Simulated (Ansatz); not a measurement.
Consider SiS2 (space group Ibam, No. 72; a = 6.3871 Å, b = 11.1260 Å, c = 5.5921 Å; made of chains).

The change: cell and atoms relaxed at a pressure of 9 GPa.

All numbers come from PBE, PAW, 420 eV (Ansatz, a first-principles code; without spin-orbit coupling), earlier PAW set.

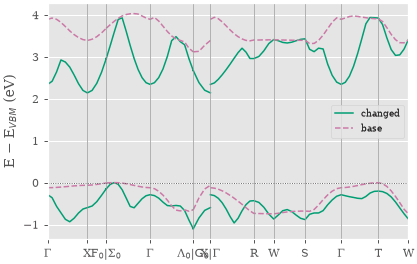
Figure. Highest valence and lowest conduction band along the path, each from its own valence-band maximum

### Question
Read the changed gap and its character from the plot.

### Answer
About 2.1 eV, indirect, Σ₀–Γ (18 % along) → X.

Load acts through the strain it causes; cell and atoms are relaxed under it. Whether these cells are dynamically stable was not tested. No other phases were tried under pressure. No dispersion term is included, though the crystal is made of layers, chains or molecules, so its spacings can come out too wide.
